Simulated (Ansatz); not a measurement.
**BH2 (boron dihydride) at UHF/3-21G**

Aim: the electronic atomisation energy of BH2 (boron dihydride) at UHF/3-21G, from 3 runs. 

Program for the calculation: Ansatz 0.2.0.

30 further runs of the same task are left out: 30 set aside as unsound or not needed.

## Step 1: Starting point

The species is BH2 (3 atoms), meant as a doublet with charge 0. SMILES: `[BH2]`. The shape is that of a PBE0-D4/def2-TZVP optimisation.

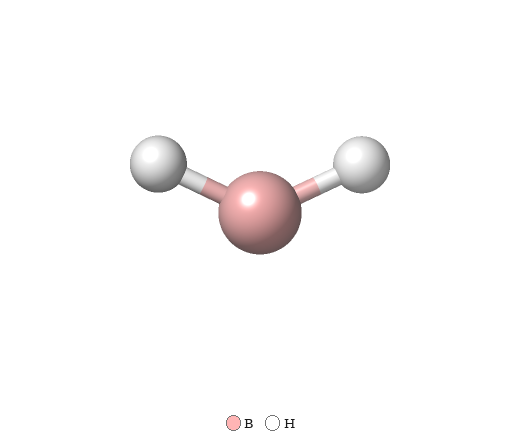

Viewed from a chosen angle; boron pink, hydrogen white.

## Step 2: A single-point energy at UHF/3-21G

in.yaml reads:

```yaml
crystal:
  periodic: [false, false, false]
  atoms:
    - {symbol: B, position_ang: [0.265070, -0.167660, 0.129730]}
    - {symbol: H, position_ang: [0.292070, 1.014920, 0.270850]}
    - {symbol: H, position_ang: [-0.557150, -0.847260, -0.400590]}
basis:
  gaussian:
    orbitals: 3-21G.json
accuracy: high
magnetization:
  spin_polarized: true
  initial_magnetization: 1
hamiltonian:
  xc: hf
output:
  orbitals: {seedname: orbitals}
```

The basis set 3-21G is read from a file made from the Basis Set Exchange's data (not shown).

On the command line:

```bash
$ ansatz run in.yaml --threads 1 --pin off --max-ram 3480MiB --events-out events.jsonl --progress --plain --runs-dir runs
```

Log:

```text
Warning: RAYON_NUM_THREADS=1 ignored (pool sized by the plan → 1); use --threads N
Functional definition: HF
  name "HF"
  exchange = exact_x
  correlation = 0
250 factors; integrals over basis functions are off by at most 1.1e-8 eV
mean field evaluation 1: about -696.1065 eV, gradient 6.5e0 eV
mean field evaluation 2: about -696.1013 eV, gradient 6.5e0 eV
mean field evaluation 4: about -696.6613 eV, gradient 6.8e-1 eV
mean field evaluation 8: about -696.6714 eV, gradient 1.5e-3 eV
mean field evaluation 16: about -696.2123 eV, gradient 1.3e0 eV
mean field -696.67142944 eV, -25.6022028112 hartree, gradient 2.8e-8 eV, S^2 0.751967; 0 other end points of the search recorded, 0 dependent functions left out
reference -696.67142944 eV, -25.6022028112 hartree; 4, 3 occupied and 9, 10 virtual orbitals, 250 factors
Total energy: -696.67142944 eV, -25.6022028112 hartree
```

Wall time 0.08 s (1 thread of Arm Neoverse V1, shared host).

## Step 3: The B atom

in.yaml reads:

```yaml
crystal:
  periodic: [false, false, false]
  atoms:
    - {symbol: B, position_ang: [0.000000, 0.000000, 0.000000]}
basis:
  gaussian: {orbitals: 3-21G.json}
magnetization: {spin_polarized: true, initial_magnetization: 1}
hamiltonian: {xc: hf}
accuracy: high
```

The basis set 3-21G is read from a file made from the Basis Set Exchange's data (not shown).

Run the same way, it converges to -24.38976 Eh (log not shown).

## Step 4: The H atom at the same level

in.yaml reads:

```yaml
crystal:
  periodic: [false, false, false]
  atoms:
    - {symbol: H, position_ang: [0.000000, 0.000000, 0.000000]}
basis:
  gaussian:
    orbitals: 3-21G.json
hamiltonian:
  xc: hf
magnetization:
  spin_polarized: true
  initial_magnetization: 1
accuracy: high
```

The basis set 3-21G is read from a file made from the Basis Set Exchange's data (not shown).

Run the same way, it converges to -0.49620 Eh (log not shown).

## Step 5: What came out

At UHF/3-21G:

```
                                    quantity         value
                      molecule: total energy  -25.60220 Eh
molecule: HOMO energy (highest over α and β)      -9.41 eV
 molecule: LUMO energy (lowest over α and β)       1.68 eV
                              molecule: ⟨S²⟩         0.752
                        B atom: total energy  -24.38976 Eh
                                B atom: ⟨S²⟩         0.750
                        H atom: total energy   -0.49620 Eh
                                H atom: ⟨S²⟩         0.750
               electronic atomisation energy      5.988 eV
```

In words: Taking the molecule apart into free atoms costs 5.99 eV (138 kcal/mol), before zero-point energy and without spin-orbit coupling. Hartree–Fock lacks the correlation of the bonding pairs, which as a rule makes this value much too low; in minimal bases other errors can mask that. The basis has no polarisation functions, which makes bonds too weak.
